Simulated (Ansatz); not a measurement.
Geometry relaxation, with input and output: SiH3F

The run: geometry relaxation of SiH3F. Method and program: RKS PBE0-D4/def2-TZVP (Ansatz 0.2.0).

Figures and captions count atoms from 1; the log counts them from 0 in places.

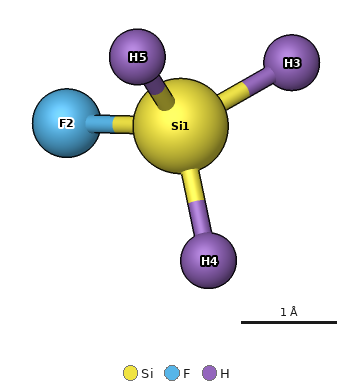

Figure 1. The starting structure (ball-and-stick view, seen at an oblique angle; atoms are numbered from 1 in the order of the input). Bond lengths as drawn: F–Si 1.61 Å and H–Si 1.48 Å.

## Input file
```yaml
crystal:
  periodic: [false, false, false]
  atoms:
    - {symbol: Si, position_ang: [-0.030291, 0.088722, 1.149367]}
    - {symbol: F, position_ang: [-0.855501, -0.300602, -0.177914]}
    - {symbol: H, position_ang: [-0.950488, -0.041487, 2.301468]}
    - {symbol: H, position_ang: [0.440496, 1.483442, 0.996473]}
    - {symbol: H, position_ang: [1.107913, -0.849991, 1.266082]}
basis:
  gaussian: {orbitals: def2-TZVP}
hamiltonian: {xc: pbe0, dispersion: d4}
relax: {f_tol: 0.005, max_steps: 200}
```

Run on 4 threads of Intel Xeon @ 2.90GHz, 31 GiB of memory available, shared host.

Command:
```bash
ansatz run in.yaml --threads 4 --pin off --events-out ev --progress --plain --max-ram 9574MiB
```

## The program's output
```
Functional definition: PBE0
  name "PBE0"
  cite "Adamo & Barone, J. Chem. Phys. 110, 6158 (1999) doi:10.1063/1.478522"
  cite "Perdew, Burke & Ernzerhof, Phys. Rev. Lett. 77, 3865 (1996) doi:10.1103/PhysRevLett.77.3865"
  parent pbe
  parameter a = 0.25
  parameter kappa = 0.804
  parameter beta = 0.06672455060314922
  exchange = (1 - a)*pbe_x(kappa = kappa, mu = beta*pi^2/3) + a*exact_x
  correlation = pbe_c(beta = beta)
556 factors; their error is unknown
mean field evaluation 1: about -10638.8603 eV, gradient 3.0e1 eV
mean field evaluation 2: about -10637.1895 eV, gradient 4.7e1 eV
mean field evaluation 4: about -10640.1024 eV, gradient 4.5e-1 eV
mean field evaluation 8: about -10640.1469 eV, gradient 3.5e-3 eV
mean field -10640.14689528 eV, -391.0181862509 hartree, gradient 4.5e-5 eV, S^2 0.000000; 0 other end points of the search recorded, 0 dependent functions left out
the calculation of the forces begins
reference -10640.14691969 eV, -391.0181871480 hartree; 13, 13 occupied and 73, 73 virtual orbitals, 556 factors
relax step   1: F+E_penalty+E_count = -10640.18530348 eV  Δ(F+E_penalty+E_count) = +0.000e0 eV  max|allowed force component| = 3.660e-1 eV/Å  Δτ_max = 0.0000 Å  (20 SCF iters, accepted)
these checks for a lower state are left out or cut short: starts, cluster_reference, orbital_swaps, neighbouring_geometries, increment
556 factors; their error is unknown
mean field evaluation 16: about -10640.1489 eV, gradient 2.2e-5 eV
mean field -10640.14885581 eV, -391.0182582992 hartree, gradient 1.8e-5 eV, S^2 0.000000; 0 other end points of the search recorded, 0 dependent functions left out
the calculation of the forces begins
reference -10640.14888023 eV, -391.0182591964 hartree; 13, 13 occupied and 73, 73 virtual orbitals, 556 factors
relax step   2: F+E_penalty+E_count = -10640.18728301 eV  Δ(F+E_penalty+E_count) = -1.980e-3 eV  max|allowed force component| = 2.059e-1 eV/Å  Δτ_max = 0.0078 Å  (24 SCF iters, accepted)
these checks for a lower state are left out or cut short: starts, cluster_reference, orbital_swaps, neighbouring_geometries, increment
556 factors; their error is unknown
mean field -10640.14811878 eV, -391.0182312137 hartree, gradient 1.8e-5 eV, S^2 0.000000; 0 other end points of the search recorded, 0 dependent functions left out
the calculation of the forces begins
reference -10640.14814316 eV, -391.0182321096 hartree; 13, 13 occupied and 73, 73 virtual orbitals, 556 factors
relax step   3: F+E_penalty+E_count = -10640.18657021 eV  Δ(F+E_penalty+E_count) = +7.128e-4 eV  max|allowed force component| = 2.470e-1 eV/Å  Δτ_max = 0.0136 Å  (24 SCF iters, rejected (line search))
these checks for a lower state are left out or cut short: starts, cluster_reference, orbital_swaps, neighbouring_geometries, increment
556 factors; their error is unknown
mean field evaluation 32: about -10640.1497 eV, gradient 1.8e-5 eV
mean field -10640.14967592 eV, -391.0182884374 hartree, gradient 1.8e-5 eV, S^2 0.000000; 0 other end points of the search recorded, 0 dependent functions left out
the calculation of the forces begins
reference -10640.14970032 eV, -391.0182893343 hartree; 13, 13 occupied and 73, 73 virtual orbitals, 556 factors
relax step   4: F+E_penalty+E_count = -10640.18812215 eV  Δ(F+E_penalty+E_count) = -8.391e-4 eV  max|allowed force component| = 2.208e-3 eV/Å  Δτ_max = 0.0039 Å  (25 SCF iters, accepted)
```

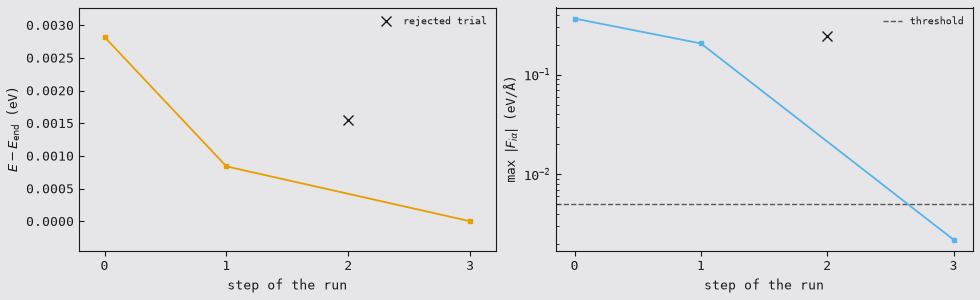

Figure 2. Progress of the relaxation, step by step (the first geometry is step 0 here and step 1 in the log). After 3 geometry steps the energy has fallen by 0.003 eV. The largest force component goes from 0.37 to 0.0022 eV/Å. The line search rejected the trial step at point 2 (counted from 0) and went back. Si1 moves most after the best rigid fit: 0.012 Å. By element the largest moves are Si 0.012 Å, H 0.007 Å, F 0.002 Å. Among the contacts that change: Si1–F2 1.611 → 1.600 Å. (Atoms are counted from 1 in the order of the input.)

```
556 factors; their error is unknown
mean field -10640.14967592 eV, -391.0182884374 hartree, gradient 1.6e-5 eV, S^2 0.000000; 1 other end points of the search recorded, 0 dependent functions left out
the calculation of the forces begins
reference -10640.14970032 eV, -391.0182893343 hartree; 13, 13 occupied and 73, 73 virtual orbitals, 556 factors
Total energy: -10640.18814655 eV, -391.0197022071 hartree
Atom 0 at    -0.036820     0.085788     1.140220 Å, force    -0.002208    -0.000565     0.001597 eV/Å
Atom 1 at    -0.854425    -0.300525    -0.179582 Å, force     0.000609     0.000172    -0.000362 eV/Å
Atom 2 at    -0.944849    -0.039501     2.304329 Å, force    -0.001664    -0.000262     0.001181 eV/Å
Atom 3 at     0.441127     1.481344     1.000782 Å, force     0.001570     0.000392    -0.001202 eV/Å
Atom 4 at     1.107095    -0.847022     1.269727 Å, force     0.001692     0.000264    -0.001214 eV/Å
Dipole moment:     0.135212     0.063843     0.217795 e Å
```

## Trajectory as extended XYZ (Å, eV, eV/Å), 4 frames, from step=1 to step=4
```
5
Properties=species:S:1:pos:R:3:forces:R:3 step=1 energy=-10640.18530
Si   -0.0303    0.0887    1.1494   -0.2513  -0.1146  -0.3660
F    -0.8555   -0.3006   -0.1779    0.1677   0.0768   0.2502
H    -0.9505   -0.0415    2.3015    0.0227   0.0124   0.0488
H     0.4405    1.4834    0.9965    0.0277   0.0224   0.0326
H     1.1079   -0.8500    1.2661    0.0332   0.0031   0.0345
5
Properties=species:S:1:pos:R:3:forces:R:3 step=2 energy=-10640.18728
Si   -0.0350    0.0867    1.1436   -0.1294  -0.0607  -0.2059
F    -0.8564   -0.3014   -0.1820    0.1148   0.0538   0.1823
H    -0.9462   -0.0399    2.3044    0.0025   0.0019   0.0108
H     0.4419    1.4815    1.0003    0.0043   0.0090   0.0056
H     1.1079   -0.8468    1.2692    0.0079  -0.0040   0.0071
5
Properties=species:S:1:pos:R:3:forces:R:3 step=3 energy=-10640.18657 accepted=F
Si   -0.0359    0.0863    1.1422    0.0967   0.0456   0.1549
F    -0.8491   -0.2980   -0.1710   -0.1532  -0.0723  -0.2470
H    -0.9476   -0.0406    2.3012   -0.0020   0.0046   0.0449
H     0.4394    1.4804    0.9971    0.0230   0.0328   0.0211
H     1.1054   -0.8479    1.2660    0.0354  -0.0106   0.0261
5
Properties=species:S:1:pos:R:3:forces:R:3 step=4 energy=-10640.18812
Si   -0.0368    0.0858    1.1402   -0.0022  -0.0006   0.0016
F    -0.8544   -0.3005   -0.1796    0.0006   0.0002  -0.0004
H    -0.9448   -0.0395    2.3043   -0.0017  -0.0003   0.0012
H     0.4411    1.4813    1.0008    0.0016   0.0004  -0.0012
H     1.1071   -0.8470    1.2697    0.0017   0.0003  -0.0012
```

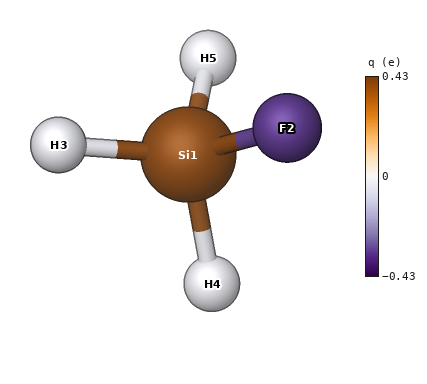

Figure 3. Mulliken charges, as the colour of each atom (ball-and-stick view, seen at a tilt; atoms are numbered from 1 in the order of the input; Mulliken charges depend strongly on the basis). By element: Si +0.41, F −0.32 and H −0.03 e.

## Summary

| quantity | value |
| --- | --- |
| outcome | converged |
| total energy | −10640.1881 eV |
| mean-field energy | −10640.1497 eV |
| dispersion energy | −0.0384 eV |
| SCF solution under orbital rotations | stable |
| largest force (length of the vector) at the end | 0.003 eV/Å |
| dipole moment | 1.27 D |
| wall time | 2.8 s (CPU time 8.9 s) |
| peak memory | 0.45 GiB |
